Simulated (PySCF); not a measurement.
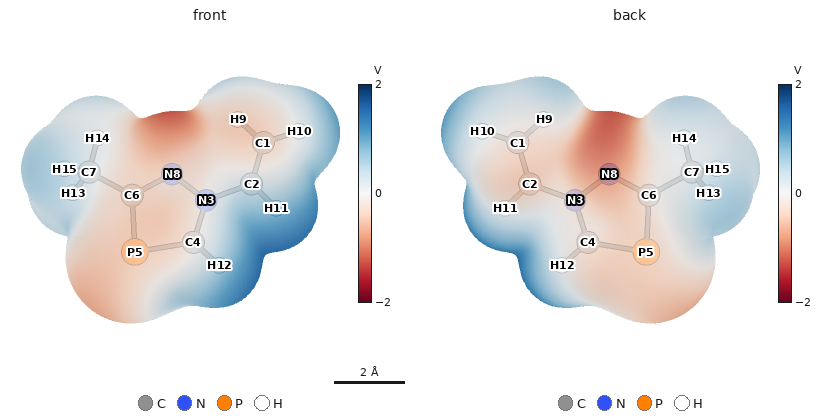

Figure. C₅H₇N₂P (SMILES C=Cn1cpc(C)n1). The electrostatic potential painted on the density surface at 0.002 e/bohr³, seen from the front and from behind; the colour scale runs from red (negative) to blue (positive).

Geometry: GFN2-xTB.

The calculation used PySCF 2.14.0, PBE0/pcSseg-1, SCF density, gas phase, non-relativistic.

```yaml
atoms:
  - { symbol: C, position_ang: [-2.3325, 0.9907, 0.9279] }
  - { symbol: C, position_ang: [-2.0457, 0.2483, -0.1317] }
  - { symbol: N, position_ang: [-0.7599, -0.1688, -0.4465] }
  - { symbol: C, position_ang: [-0.4462, -0.9271, -1.5229] }
  - { symbol: P, position_ang: [1.2303, -1.2689, -1.6288] }
  - { symbol: C, position_ang: [1.3848, -0.3108, -0.1317] }
  - { symbol: C, position_ang: [2.6629, -0.0473, 0.5855] }
  - { symbol: N, position_ang: [0.2652, 0.1721, 0.3262] }
  - { symbol: H, position_ang: [-1.5568, 1.3059, 1.6023] }
  - { symbol: H, position_ang: [-3.3411, 1.2937, 1.1369] }
  - { symbol: H, position_ang: [-2.7945, -0.0897, -0.8341] }
  - { symbol: H, position_ang: [-1.2279, -1.2398, -2.1921] }
  - { symbol: H, position_ang: [3.1241, -0.9856, 0.8915] }
  - { symbol: H, position_ang: [2.4704, 0.5633, 1.4640] }
  - { symbol: H, position_ang: [3.3625, 0.4718, -0.0686] }
```

Which sites attract a positive test charge, and which a negative one?

Answer. A positive charge is drawn to the negative regions and a negative charge to the positive ones. The most negative region (about −1.2 V) lies over N8, the most positive (about +1.5 V) over H11 and H12. N8 is the likeliest acceptor of a hydrogen bond.

What dipole moment does the calculation give?

Answer. Its dipole moment is 1.50 D.
